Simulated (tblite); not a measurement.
**Geometry relaxation of C₂H₆OSi**

System: C₂H₆OSi, SMILES OC=C[SiH3].
Method: GFN2-xTB, R-SCC (tblite 0.8.0).

The geometry comes from this level: GFN2-xTB.

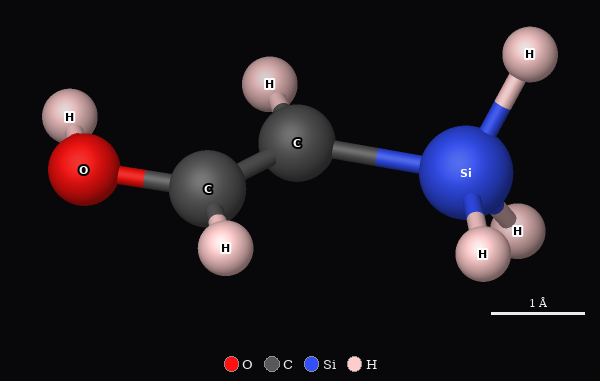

*The structure as given in the input (ball-and-stick view, seen at a tilt).*

Key numbers

```json
{"quantity": "outcome", "value": "converged"}
{"quantity": "total energy", "value": "−13.099471 hartree"}
{"quantity": "basis functions", "value": "27"}
{"quantity": "largest force", "value": "0.001 eV/Å"}
{"quantity": "HOMO", "value": "−10.45 eV"}
{"quantity": "LUMO", "value": "−5.87 eV"}
{"quantity": "dipole moment", "value": "1.29 D"}
{"quantity": "hardware", "value": "1 thread of Intel Xeon @ 2.50GHz (Skylake/Cascade Lake), 189 GiB of memory available, shared host"}
{"quantity": "wall time", "value": "1.4 s"}
{"quantity": "peak memory", "value": "0.081 GiB"}
```

The input (script.py)
```python
import json
import numpy as np
from tblite.interface import Calculator
from tblite.interface import symbols_to_numbers
from scipy.optimize import minimize

symbols = list(map(str, np.loadtxt("start.xyz", skiprows=2, usecols=0, dtype=str, ndmin=1)))
numbers = np.array(symbols_to_numbers(symbols))
positions = np.loadtxt("start.xyz", skiprows=2, usecols=(1, 2, 3), ndmin=2) / 0.5291772

xtb = Calculator("GFN2-xTB", numbers, positions, charge=0, uhf=0)
xtb.set("verbosity", 0)
xtb.set("accuracy", 0.01)
last, frames, energies, grads = [None], [], [], []

def fun(x):
    xtb.update(x.reshape(-1, 3))
    last[0] = xtb.singlepoint(last[0])
    return float(last[0].get('energy')), last[0].get('gradient').ravel()

def show(x):
    e, g = fun(x)
    frames.append(x.reshape(-1, 3).tolist())
    energies.append(e)
    grads.append(g.reshape(-1, 3).tolist())
    print(f"{len(energies) - 1:4d} {e:16.9f} {np.abs(g).max():12.3e} {np.linalg.norm(g):12.3e}")

print("step      energy/Eh       max grad     grad norm")
show(positions.ravel())
opt = minimize(fun, positions.ravel(), jac=True, method="BFGS", callback=show, options={"gtol": 3e-05, "maxiter": 500})
print("converged:", opt.success, "-", opt.message)
fun(opt.x)
wfn = last[0]
final = opt.x.reshape(-1, 3)
print("final geometry (angstrom)")
for s, p in zip(symbols, final * 0.529177210903):
    print(f"{s:<2} {p[0]:12.6f} {p[1]:12.6f} {p[2]:12.6f}")
print(f"total energy: {wfn.get('energy'):.8f} Eh")
eps = np.atleast_2d(wfn.get("orbital-energies")) * 27.211386
occ = np.atleast_2d(wfn.get("orbital-occupations"))
filled = occ.sum(axis=0) if eps.shape[0] == 1 else occ[0]
homo = np.nonzero(filled > 0.5)[0].max()
print("  MO   occupation   energy/eV")
for i in range(max(0, homo - 4), min(eps.shape[1], homo + 5)):
    print(f"{i + 1:4d} {filled[i]:10.4f} {eps[0, i]:12.4f}")
mu = wfn.get("dipole") * 2.541746
print(f"dipole: {np.linalg.norm(mu):.4f} D, components " + " ".join(f"{c:.4f}" for c in mu))
q = wfn.get("charges")
print("Charges:", " ".join(f"{s}{i + 1}={c:+.4f}" for i, (s, c) in enumerate(zip(symbols, q))))
out = {k: np.asarray(wfn.get(k)).tolist() for k in ("energy", "gradient", "charges", "dipole", "orbital-energies", "orbital-occupations")}
out.update(symbols=symbols, positions=(positions * 0.529177210903).tolist(), final=final.tolist(), frames=frames, step_energies=energies, grads=grads, success=bool(opt.success))
json.dump(out, open("results.json", "w"))
```

File start.xyz
```
10
start geometry
O     -0.974470     2.156850    -0.826750
C     -0.361240     1.210810    -0.078390
C     -0.182760    -0.062540    -0.409170
Si     0.677370    -1.325620     0.667180
H     -1.274570     1.768790    -1.660080
H     -0.019500     1.625810     0.858850
H     -0.561880    -0.387500    -1.373050
H     -0.246370    -2.429180     0.952000
H      1.102950    -0.695440     1.916650
H      1.840490    -1.861980    -0.047240
```

Command:
```bash
python script.py
```

What the program printed
```
step      energy/Eh       max grad     grad norm
   0    -13.099470336    3.440e-04    7.613e-04
   1    -13.099470731    1.555e-04    3.377e-04
   2    -13.099470861    8.059e-05    1.910e-04
   3    -13.099470906    6.353e-05    1.733e-04
   4    -13.099470969    6.200e-05    1.648e-04
   5    -13.099471013    5.876e-05    1.493e-04
   6    -13.099471046    4.896e-05    1.239e-04
   7    -13.099471069    5.535e-05    1.083e-04
   8    -13.099471089    4.470e-05    1.014e-04
   9    -13.099471106    4.182e-05    9.215e-05
  10    -13.099471119    3.492e-05    7.509e-05
  11    -13.099471127    1.946e-05    5.819e-05
converged: True - Optimization terminated successfully.
final geometry (angstrom)
O     -0.975057     2.156536    -0.826293
C     -0.361317     1.210828    -0.078175
C     -0.182328    -0.062209    -0.409604
Si     0.676711    -1.325527     0.667553
H     -1.274561     1.769632    -1.660046
H     -0.019042     1.625597     0.858537
H     -0.561307    -0.388641    -1.373119
H     -0.246502    -2.429373     0.951807
H      1.103279    -0.695142     1.916297
H      1.840142    -1.861701    -0.046957
total energy: -13.09947113 Eh
  MO   occupation   energy/eV
   8     2.0000     -12.3573
   9     2.0000     -11.6046
  10     2.0000     -11.4934
  11     2.0000     -11.0781
  12     2.0000     -10.4533
  13     0.0000      -5.8704
  14     0.0000      -4.6766
  15     0.0000      -4.5532
  16     0.0000      -4.1555
dipole: 1.2867 D, components -0.3743 -0.5708 -1.0907
Charges: O1=-0.3792 C2=+0.1014 C3=-0.1956 Si4=+0.4342 H5=+0.2976 H6=+0.0401 H7=+0.0157 H8=-0.1025 H9=-0.1091 H10=-0.1025
```

Trajectory as extended XYZ (Å, eV, eV/Å), 12 frames, from step=0 to step=11
```
10
Properties=species:S:1:pos:R:3:forces:R:3 step=0 energy=-356.45475
O    -0.9745    2.1568   -0.8267   -0.0013  -0.0177  -0.0082
C    -0.3612    1.2108   -0.0784    0.0034   0.0073   0.0172
C    -0.1828   -0.0625   -0.4092   -0.0015   0.0140  -0.0064
Si    0.6774   -1.3256    0.6672   -0.0092  -0.0008   0.0092
H    -1.2746    1.7688   -1.6601    0.0019   0.0096   0.0074
H    -0.0195    1.6258    0.8589   -0.0011  -0.0046  -0.0097
H    -0.5619   -0.3875   -1.3731    0.0011  -0.0080  -0.0022
H    -0.2464   -2.4292    0.9520    0.0026   0.0016  -0.0015
H     1.1030   -0.6954    1.9166    0.0008  -0.0006  -0.0040
H     1.8405   -1.8620   -0.0472    0.0034  -0.0008  -0.0018
10
Properties=species:S:1:pos:R:3:forces:R:3 step=1 energy=-356.45476
O    -0.9745    2.1567   -0.8268    0.0009  -0.0075   0.0021
C    -0.3612    1.2109   -0.0782   -0.0005   0.0014   0.0049
C    -0.1828   -0.0624   -0.4092    0.0012   0.0080  -0.0026
Si    0.6773   -1.3256    0.6673   -0.0071   0.0011   0.0040
H    -1.2746    1.7689   -1.6600   -0.0007   0.0035  -0.0011
H    -0.0195    1.6258    0.8588    0.0014  -0.0007  -0.0020
H    -0.5619   -0.3876   -1.3731    0.0011  -0.0062  -0.0013
H    -0.2463   -2.4292    0.9520    0.0013   0.0003  -0.0010
H     1.1030   -0.6955    1.9166    0.0010   0.0000  -0.0026
H     1.8405   -1.8620   -0.0473    0.0012   0.0001  -0.0005
10
Properties=species:S:1:pos:R:3:forces:R:3 step=2 energy=-356.45476
O    -0.9745    2.1565   -0.8268   -0.0004  -0.0004   0.0034
C    -0.3612    1.2109   -0.0781   -0.0018  -0.0003   0.0000
C    -0.1828   -0.0622   -0.4093    0.0029  -0.0004  -0.0016
Si    0.6772   -1.3256    0.6673   -0.0041   0.0022  -0.0003
H    -1.2746    1.7690   -1.6600   -0.0009   0.0012  -0.0027
H    -0.0195    1.6257    0.8587    0.0026   0.0012   0.0020
H    -0.5618   -0.3877   -1.3731    0.0015  -0.0041   0.0002
H    -0.2463   -2.4292    0.9520    0.0000  -0.0008  -0.0006
H     1.1030   -0.6955    1.9166    0.0012   0.0005  -0.0014
H     1.8405   -1.8620   -0.0473   -0.0011   0.0010   0.0010
10
Properties=species:S:1:pos:R:3:forces:R:3 step=3 energy=-356.45476
O    -0.9745    2.1565   -0.8268   -0.0017   0.0017   0.0019
C    -0.3612    1.2109   -0.0781   -0.0012  -0.0019  -0.0010
C    -0.1827   -0.0622   -0.4093    0.0027  -0.0015  -0.0011
Si    0.6771   -1.3256    0.6674   -0.0019   0.0016  -0.0014
H    -1.2746    1.7690   -1.6600   -0.0004   0.0011  -0.0017
H    -0.0194    1.6258    0.8587    0.0025   0.0013   0.0024
H    -0.5618   -0.3878   -1.3731    0.0016  -0.0033   0.0005
H    -0.2463   -2.4292    0.9519   -0.0005  -0.0012  -0.0004
H     1.1030   -0.6954    1.9165    0.0011   0.0007  -0.0009
H     1.8405   -1.8620   -0.0473   -0.0022   0.0014   0.0016
10
Properties=species:S:1:pos:R:3:forces:R:3 step=4 energy=-356.45476
O    -0.9745    2.1564   -0.8267   -0.0030   0.0031   0.0001
C    -0.3613    1.2109   -0.0780   -0.0003  -0.0016  -0.0011
C    -0.1826   -0.0622   -0.4094    0.0016  -0.0026  -0.0009
Si    0.6769   -1.3255    0.6674    0.0014   0.0001  -0.0017
H    -1.2746    1.7691   -1.6601    0.0004   0.0012   0.0003
H    -0.0194    1.6258    0.8588    0.0016   0.0004   0.0011
H    -0.5618   -0.3880   -1.3731    0.0016  -0.0019   0.0008
H    -0.2463   -2.4292    0.9519   -0.0011  -0.0013  -0.0002
H     1.1030   -0.6954    1.9165    0.0008   0.0009  -0.0004
H     1.8405   -1.8619   -0.0472   -0.0032   0.0018   0.0021
10
Properties=species:S:1:pos:R:3:forces:R:3 step=5 energy=-356.45477
O    -0.9746    2.1564   -0.8266   -0.0030   0.0027  -0.0004
C    -0.3613    1.2109   -0.0780    0.0005  -0.0011  -0.0012
C    -0.1825   -0.0621   -0.4095    0.0004  -0.0013  -0.0003
Si    0.6768   -1.3255    0.6674    0.0029  -0.0014  -0.0006
H    -1.2746    1.7692   -1.6601    0.0008   0.0014   0.0015
H    -0.0193    1.6258    0.8588    0.0006  -0.0006  -0.0008
H    -0.5617   -0.3881   -1.3731    0.0014  -0.0011   0.0003
H    -0.2463   -2.4292    0.9519   -0.0012  -0.0010  -0.0002
H     1.1031   -0.6954    1.9164    0.0006   0.0009  -0.0002
H     1.8404   -1.8619   -0.0472   -0.0029   0.0015   0.0018
10
Properties=species:S:1:pos:R:3:forces:R:3 step=6 energy=-356.45477
O    -0.9747    2.1564   -0.8266   -0.0022   0.0013   0.0003
C    -0.3613    1.2108   -0.0780    0.0007   0.0004  -0.0012
C    -0.1824   -0.0622   -0.4095   -0.0004  -0.0002   0.0002
Si    0.6767   -1.3254    0.6674    0.0025  -0.0019   0.0009
H    -1.2746    1.7693   -1.6602    0.0008   0.0013   0.0017
H    -0.0192    1.6258    0.8588   -0.0003  -0.0016  -0.0024
H    -0.5616   -0.3883   -1.3731    0.0011  -0.0005  -0.0002
H    -0.2463   -2.4293    0.9519   -0.0010  -0.0004  -0.0002
H     1.1031   -0.6954    1.9164    0.0003   0.0009  -0.0001
H     1.8403   -1.8618   -0.0471   -0.0016   0.0008   0.0009
10
Properties=species:S:1:pos:R:3:forces:R:3 step=7 energy=-356.45477
O    -0.9748    2.1564   -0.8265   -0.0011   0.0001   0.0012
C    -0.3613    1.2108   -0.0780    0.0006   0.0008  -0.0013
C    -0.1824   -0.0622   -0.4096   -0.0007   0.0006   0.0006
Si    0.6767   -1.3255    0.6674    0.0009  -0.0015   0.0019
H    -1.2746    1.7693   -1.6601    0.0004   0.0012   0.0013
H    -0.0191    1.6258    0.8588   -0.0006  -0.0019  -0.0029
H    -0.5615   -0.3884   -1.3731    0.0008  -0.0002  -0.0006
H    -0.2464   -2.4293    0.9519   -0.0006   0.0001  -0.0002
H     1.1032   -0.6953    1.9163    0.0002   0.0008   0.0000
H     1.8402   -1.8618   -0.0470    0.0001  -0.0001  -0.0001
10
Properties=species:S:1:pos:R:3:forces:R:3 step=8 energy=-356.45477
O    -0.9749    2.1565   -0.8265   -0.0003  -0.0005   0.0017
C    -0.3613    1.2108   -0.0780    0.0004   0.0008  -0.0013
C    -0.1824   -0.0622   -0.4096   -0.0007   0.0004   0.0006
Si    0.6767   -1.3255    0.6674   -0.0008  -0.0005   0.0021
H    -1.2746    1.7694   -1.6601   -0.0001   0.0010   0.0005
H    -0.0191    1.6258    0.8587   -0.0005  -0.0016  -0.0023
H    -0.5615   -0.3885   -1.3731    0.0007   0.0001  -0.0006
H    -0.2464   -2.4293    0.9518   -0.0003   0.0004  -0.0002
H     1.1032   -0.6953    1.9163    0.0001   0.0008   0.0003
H     1.8402   -1.8617   -0.0470    0.0015  -0.0009  -0.0009
10
Properties=species:S:1:pos:R:3:forces:R:3 step=9 energy=-356.45477
O    -0.9749    2.1565   -0.8264    0.0001  -0.0006   0.0015
C    -0.3613    1.2108   -0.0781    0.0002   0.0001  -0.0011
C    -0.1823   -0.0622   -0.4096   -0.0004  -0.0001   0.0004
Si    0.6768   -1.3255    0.6674   -0.0018   0.0006   0.0014
H    -1.2746    1.7695   -1.6601   -0.0005   0.0009  -0.0002
H    -0.0191    1.6257    0.8587   -0.0001  -0.0010  -0.0011
H    -0.5614   -0.3886   -1.3731    0.0006   0.0002  -0.0004
H    -0.2464   -2.4294    0.9518   -0.0002   0.0005  -0.0001
H     1.1032   -0.6952    1.9163    0.0001   0.0007   0.0006
H     1.8401   -1.8617   -0.0470    0.0022  -0.0013  -0.0012
10
Properties=species:S:1:pos:R:3:forces:R:3 step=10 energy=-356.45477
O    -0.9750    2.1565   -0.8264    0.0002  -0.0004   0.0008
C    -0.3613    1.2108   -0.0781    0.0000  -0.0006  -0.0005
C    -0.1823   -0.0622   -0.4096   -0.0002  -0.0008  -0.0001
Si    0.6767   -1.3255    0.6675   -0.0015   0.0011   0.0003
H    -1.2746    1.7696   -1.6601   -0.0008   0.0009  -0.0005
H    -0.0191    1.6256    0.8586    0.0003  -0.0004   0.0002
H    -0.5614   -0.3886   -1.3731    0.0004   0.0003  -0.0002
H    -0.2465   -2.4294    0.9518   -0.0003   0.0005   0.0001
H     1.1033   -0.6952    1.9163    0.0001   0.0006   0.0008
H     1.8401   -1.8617   -0.0469    0.0018  -0.0012  -0.0009
10
Properties=species:S:1:pos:R:3:forces:R:3 step=11 energy=-356.45477
O    -0.9751    2.1565   -0.8263    0.0001  -0.0001   0.0001
C    -0.3613    1.2108   -0.0782    0.0000  -0.0010   0.0000
C    -0.1823   -0.0622   -0.4096   -0.0001  -0.0009  -0.0004
Si    0.6767   -1.3255    0.6675   -0.0003   0.0009  -0.0005
H    -1.2746    1.7696   -1.6601   -0.0008   0.0009  -0.0005
H    -0.0190    1.6256    0.8585    0.0005  -0.0001   0.0008
H    -0.5613   -0.3886   -1.3731    0.0003   0.0002  -0.0003
H    -0.2465   -2.4294    0.9518   -0.0004   0.0004   0.0002
H     1.1033   -0.6951    1.9163    0.0000   0.0006   0.0008
H     1.8401   -1.8617   -0.0470    0.0009  -0.0008  -0.0003
```

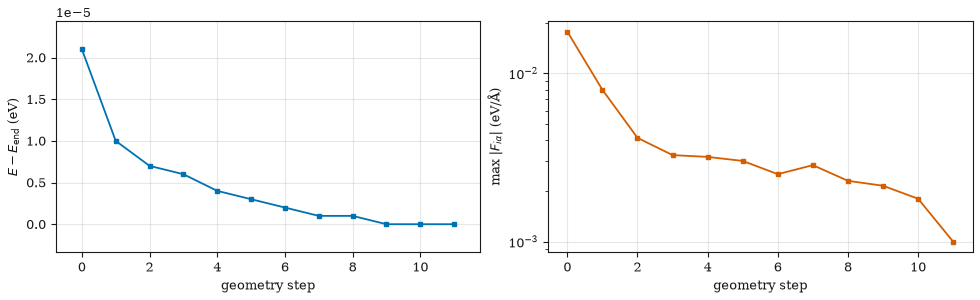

*Progress of the relaxation, step by step (steps are counted from 0).*

Over 11 geometry steps the energy falls by next to nothing (0.0 eV). Largest force component: 0.018 eV/Å at the start, 0.001 eV/Å at the end. The atoms keep their places after the best rigid fit (all moves are under 0.005 Å).

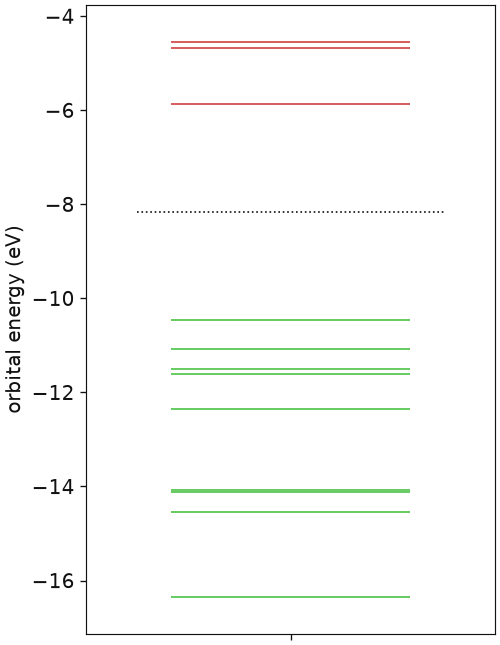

*Orbital energies near the frontier; the dotted line parts filled from empty levels, and levels within 0.02 eV of each other stand side by side.*

Highest filled −10.45 eV, lowest empty −5.87 eV, 4.58 eV apart.

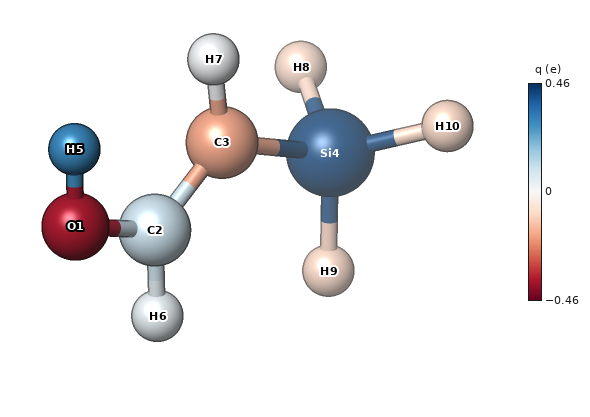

*Mulliken charges, as the colour of each atom (ball-and-stick view, seen at a tilt; atoms are numbered from 1 in the order of the input).*

By element: O −0.38, C −0.20 to +0.10, Si +0.43 and H −0.11 to +0.30 e.
